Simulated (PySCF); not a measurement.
# ClFH6OSSi3 (SMILES F[Si](Cl)(O[SiH3])S[SiH3]): what the fields show

Input file:

```
{"job": {"kind": "nmr", "xc": "PBE0", "basis": "pcSseg-1"}, "charge": 0, "multiplicity": 1}
Si    -1.322582    -0.017430    -1.578151
O     -1.149682     0.662659    -0.108334
Si    -0.747271     2.084963     0.681333
Cl    -1.556453     1.421468    -3.010400
S      0.331865    -1.241774    -2.029689
Si     1.030444    -1.526100     0.002004
F     -2.679729    -0.878783    -1.557200
H      0.481539     2.662772     0.066146
H     -1.874957     3.051137     0.571815
H     -0.497147     1.733510     2.104622
H     -0.062642    -2.011939     0.888188
H      1.613201    -0.267734     0.549517
H      2.094794    -2.559347    -0.125702
```

Run with:

```sh
OMP_NUM_THREADS=1 python cluster_run.py task.json out
```

Geometry: PBE0-D3(BJ)/def2-SVP.

All numbers below come from PBE0/pcSseg-1, SCF density, gas phase, non-relativistic (PySCF).

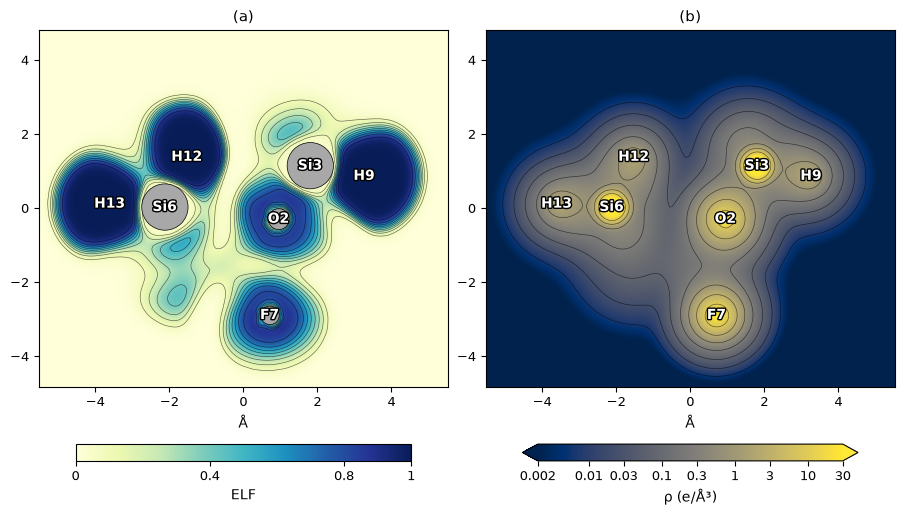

Figure 1. (a) ELF; (b) electron density on the plane of atoms O2, Si3 and H9. Grey discs cover the atomic cores in the ELF map.

Read the bonding off the picture.

- The section cuts through O, Si, F and H sites.
- Si–H (1.49 Å): the density is about 0.8 e/Å³ at the midpoint; the ELF climbs to about 1 towards the hydrogen, as it does in any bond to H.
- Si–O (1.68 Å): ρ is about 1 e/Å³ halfway; the ELF peaks at about 0.85 between the atoms (a polar covalent bond).
- The ELF also peaks beside F7 and O2, away from the bonds: lone-pair regions.

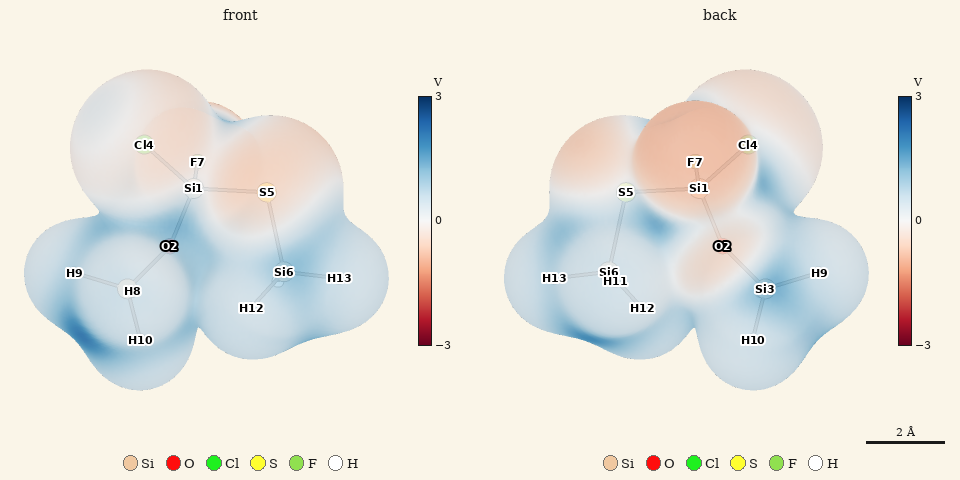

Figure 2. The electrostatic potential painted on the density surface at 0.002 e/bohr³, seen from the front and from behind; the colour scale runs from red (negative) to blue (positive).

Which sites attract a positive test charge, and which a negative one?

A positive charge is drawn to the negative regions and a negative charge to the positive ones. The most negative region (about −0.9 V, or −21 kcal/mol for a unit charge) lies over F7, the most positive (about +1.9 V, or +44 kcal/mol for a unit charge) over Si3.
